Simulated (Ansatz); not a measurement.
Scan of H₃Al, singlet: umbrella (inversion) coordinate, bond length relaxed. Scanned: angle between the Al-H bonds and the threefold axis (90 = planar). Other coordinates (Al-H bond length) were minimised at PBE0/def2-TZVP.

Levels: CCSD(T)/cc-pVDZ = CCSD(T) on RHF/cc-pVDZ, frozen core in Ansatz (a quantum-chemistry and plane-wave program); RKS-B3LYP/cc-pVDZ = restricted B3LYP/cc-pVDZ (Ansatz); RKS-CAM-B3LYP/cc-pVDZ = restricted CAM-B3LYP/cc-pVDZ (Ansatz); RKS-PBE/cc-pVDZ = restricted PBE/cc-pVDZ (Ansatz); CCSDT(Q)/cc-pVDZ = CCSDT(Q) on RHF/cc-pVDZ, frozen core (Ansatz); FCI/cc-pVDZ = full CI/cc-pVDZ, frozen core run with Ansatz.

Cost and accuracy over the 15 points of the scan, with FCI/cc-pVDZ as yardstick. Costs are rough ratios of core time within Ansatz on shared cores, each with its mean field (Kohn-Sham runs search longer for lower solutions than correlated ones do); the miss is the largest error against full CI of the profile after the mean shift, in kJ/mol.

Problem. Which is the cheapest of these levels that stays within 2.1 kJ/mol of FCI/cc-pVDZ?

Solution. CCSD(T)/cc-pVDZ.

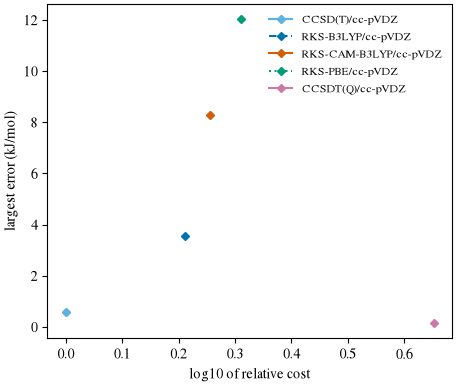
Fig. 1. Miss against cost, one point a level.

```csv
level,relative cost,largest error
CCSD(T)/cc-pVDZ,1,0.6
RKS-B3LYP/cc-pVDZ,2,3.5
RKS-CAM-B3LYP/cc-pVDZ,2,8.3
RKS-PBE/cc-pVDZ,2,12.0
CCSDT(Q)/cc-pVDZ,4,0.1
```

Costs within a factor of two of each other count as equal.
